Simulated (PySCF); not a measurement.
```xyz
21

C    -2.7663    0.2057   -1.0687
C    -1.5870   -0.4470   -0.3593
C    -1.0954    0.3977    0.8135
C     0.1383   -0.2181    1.4820
N     1.2803   -0.1986    0.6107
C     2.0998    0.8418    0.3608
C     3.0112    0.4181   -0.5783
C     2.6488   -0.9098   -0.8381
N     1.6033   -1.2628   -0.1152
H    -3.1042   -0.4148   -1.8948
H    -3.5979    0.3441   -0.3809
H    -2.4846    1.1794   -1.4639
H    -1.8822   -1.4319    0.0081
H    -0.7687   -0.5935   -1.0663
H    -1.8878    0.4881    1.5590
H    -0.8480    1.4025    0.4623
H     0.3839    0.3314    2.3956
H    -0.0589   -1.2627    1.7323
H     1.9865    1.7824    0.8618
H     3.8171    0.9750   -1.0103
H     3.1027   -1.6099   -1.5109
```

Geometry: GFN2-xTB.

These are results of PySCF 2.14.0, PBE0/pcSseg-1, SCF density, gas phase, non-relativistic, not measurements.

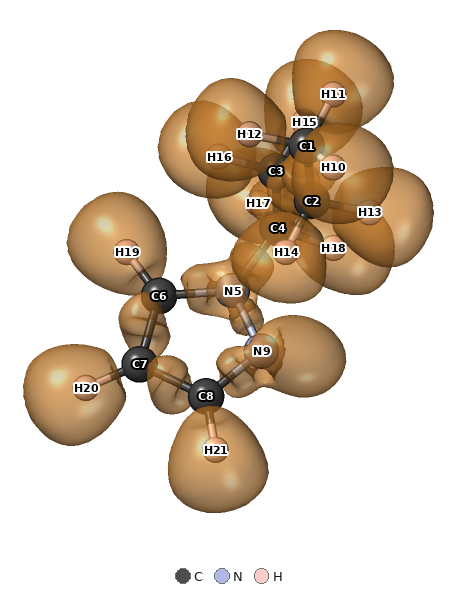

C7H12N2 (n-butylpyrazole). Isosurface of the electron localisation function at 0.75 (orange), seen at an oblique angle. Core shells and regions of very low density are left out.

**What do the ELF domains correspond to?**

The ELF exceeds this value in five regions between bonded C–C atoms (shared pairs), twelve regions around hydrogen nuclei and two regions on N in which the atom's valence shell and bonds are merged.

Values along the shortest contacts:
C–N (1.32 Å): the ELF peaks at about 0.90 between the atoms (a covalent bond). N–N (1.33 Å): the ELF peaks at about 0.90 between the atoms: a covalent bond.
